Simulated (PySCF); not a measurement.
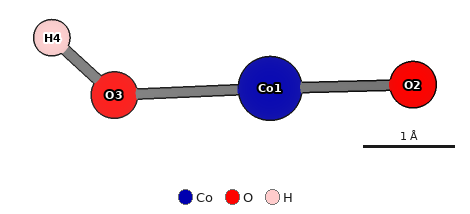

Fig. 1: The input geometry (ball-and-stick view, seen at a tilt; atoms are numbered from 1 in the order of the input). Sticks mark near contacts. Bond lengths as drawn: Co–O 1.62 to 1.77 Å and H–O 0.96 Å.

Frequency calculation of CoOOH

CoOOH, multiplicity 5, computed with UKS-based PBE0, Co def2-TZVP, O def2-TZVP, H def2-TZVP; non-relativistic Hamiltonian; density fitting (PySCF 2.14.0).

### Input
```python
from pyscf import gto, scf, dft
mol = gto.M(atom='''
Co     0.050762    -0.006789    -0.007778
O      1.663109    -0.099895    -0.157582
O     -1.712024     0.070022     0.136176
H     -2.254166     0.673889     0.640963''',
    basis={'Co': 'def2-TZVP', 'O': 'def2-TZVP', 'H': 'def2-TZVP'},
    charge=0, spin=4)
mf = dft.UKS(mol, xc='PBE0')
mf.grids.atom_grid = (75, 302)
aux = {'Co': 'def2-universal-JKFIT', 'O': 'def2-universal-JKFIT', 'H': 'def2-universal-JKFIT'}
mf = mf.density_fit(auxbasis=aux)
mf.conv_tol = 1e-09
mf.diis_space = 10
mf.max_cycle = 60
mf.verbose = 4
mf.kernel()
```

The script is an equivalent of the set-up of the self-consistent field. The run itself was carried out by a driver, which started from the orbitals of the step before it where there was one and computed the further properties.

Command:
```bash
OMP_NUM_THREADS=4 python axn.py task.json out
```

### What the program printed
```
init E= -1533.47372700617
  alpha nocc = 24  HOMO = -0.305907835106386  LUMO = 0.023606579929222
  beta  nocc = 20  HOMO = -0.303249213778379  LUMO = -0.140281598384535
  HOMO = -0.303249213778  LUMO = -0.140281598385  gap/eV = 4.43457
cycle= 1 E= -1533.47372700611  delta_E= 5.73e-11  |g|= 1.65e-05  |ddm|= 8.17e-06
  alpha nocc = 24  HOMO = -0.305908855173811  LUMO = 0.02360477606112
  beta  nocc = 20  HOMO = -0.303248866701923  LUMO = -0.140284900092885
  HOMO = -0.303248866702  LUMO = -0.140284900093  gap/eV = 4.43448
cycle= 2 E= -1533.47372700444  delta_E= 1.67e-09  |g|= 8.18e-05  |ddm|= 3.3e-05
  alpha nocc = 24  HOMO = -0.30590795790791  LUMO = 0.0236063028985214
  beta  nocc = 20  HOMO = -0.303249025655093  LUMO = -0.140281975235563
  HOMO = -0.303249025655  LUMO = -0.140281975236  gap/eV = 4.43456
cycle= 3 E= -1533.47372700619  delta_E= -1.75e-09  |g|= 2.6e-06  |ddm|= 2.68e-05
  alpha nocc = 24  HOMO = -0.305907966216326  LUMO = 0.0236062787897708
  beta  nocc = 20  HOMO = -0.303249026223583  LUMO = -0.140282116868312
  HOMO = -0.303249026224  LUMO = -0.140282116868  gap/eV = 4.43456
cycle= 4 E= -1533.4737270062  delta_E= -1.07e-11  |g|= 1.37e-06  |ddm|= 1.73e-06
  alpha nocc = 24  HOMO = -0.305908081865735  LUMO = 0.0236062043487877
  beta  nocc = 20  HOMO = -0.303249046619876  LUMO = -0.140282231237841
  HOMO = -0.30324904662  LUMO = -0.140282231238  gap/eV = 4.43455
Extra cycle  E= -1533.47372700621  delta_E= -1.36e-11  |g|= 1.89e-06  |ddm|= 3.72e-06
converged SCF energy = -1533.47372700621  <S^2> = 6.0208953  2S+1 = 5.0083512
```

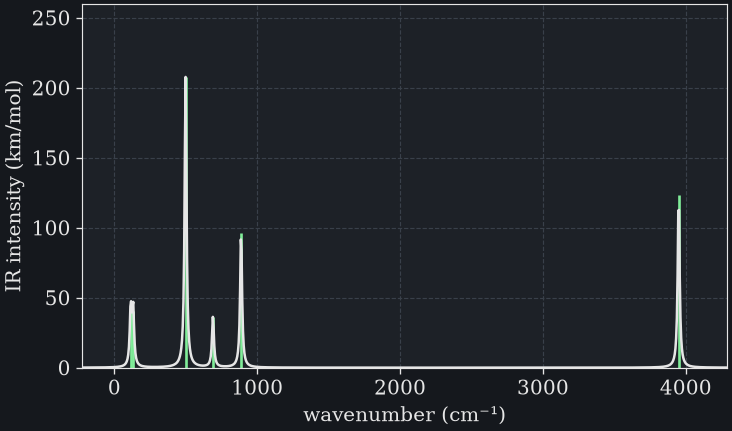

Fig. 2: Harmonic infrared spectrum, unscaled: sticks (degenerate modes added up, dark ones marked on the axis) with a Lorentzian envelope of 16 cm⁻¹ full width, scaled to the tallest stick. 6 modes from 115 to 3950 cm⁻¹, none imaginary. The strongest line is at 498 cm⁻¹ (208 km/mol). All modes, in cm⁻¹ (km/mol): 115 (41), 131 (40), 498 (208), 690 (36), 887 (96), 3950 (123).

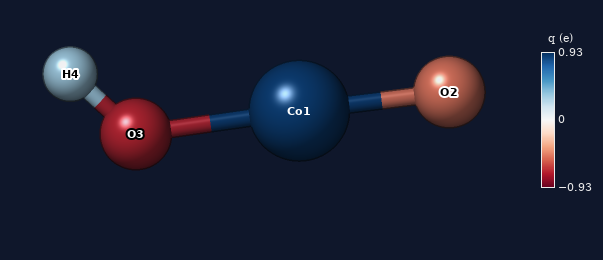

Fig. 3: Mulliken charges, as the colour of each atom (ball-and-stick view, seen at an oblique angle; atoms are numbered from 1 in the order of the input; Mulliken charges depend strongly on the basis). By element: Co +0.89, O −0.71 to −0.50 and H +0.33 e.

### Summary

| quantity | value |
| --- | --- |
| outcome | converged |
| total energy | −1533.473727 hartree |
| ⟨S²⟩ | 6.021 |
| zero-point energy | 0.014287 hartree |
| dipole moment | 2.19 D |
| wavenumbers, lowest and highest | 115 and 3950 cm⁻¹ |
| hardware | 4 threads of Arm Neoverse V1, 24 GiB of memory available, shared host |
| wall time | 1.9 min (CPU time 5.4 min) |
| peak memory | 1.4 GiB |

### Remarks

Checks after the run noted: the SCF density has lower symmetry than the nuclear frame.
